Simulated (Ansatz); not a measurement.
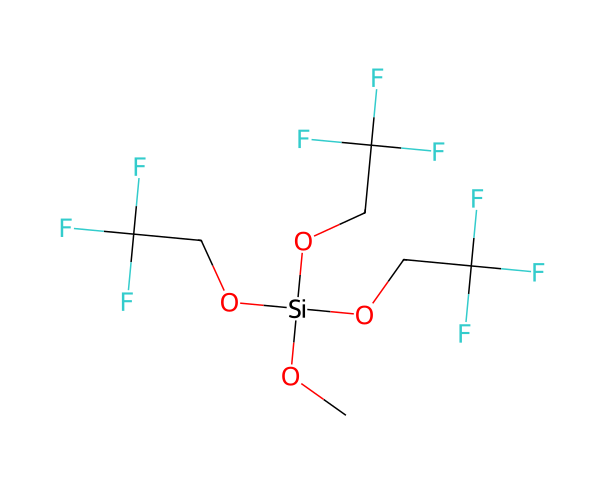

Structural formula above. Computed geometry: PBE0-D4/def2-TZVP optimisation. No frequency run is at hand to confirm it as a minimum.

Describe the 3D structure.

Formula C7H9F9O4Si. Its SMILES string is `CO[Si](OCC(F)(F)F)(OCC(F)(F)F)OCC(F)(F)F`. It has no ring. Among its groups: C–F bond, Si–O bond. This geometry has C1 symmetry. Coordination: 7 C tetrahedral; 4 O bent; 1 Si tetrahedral.

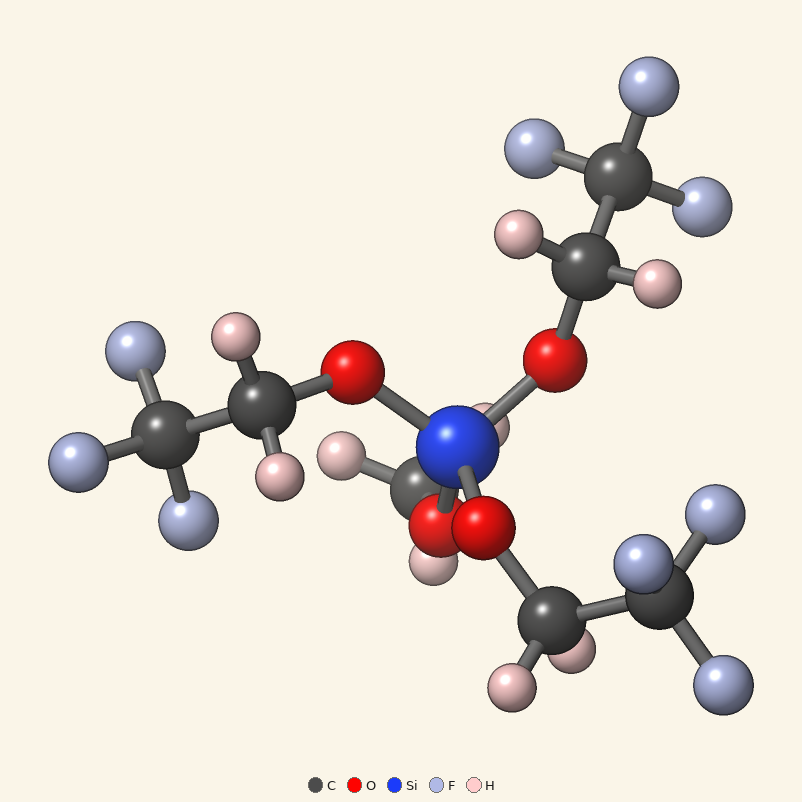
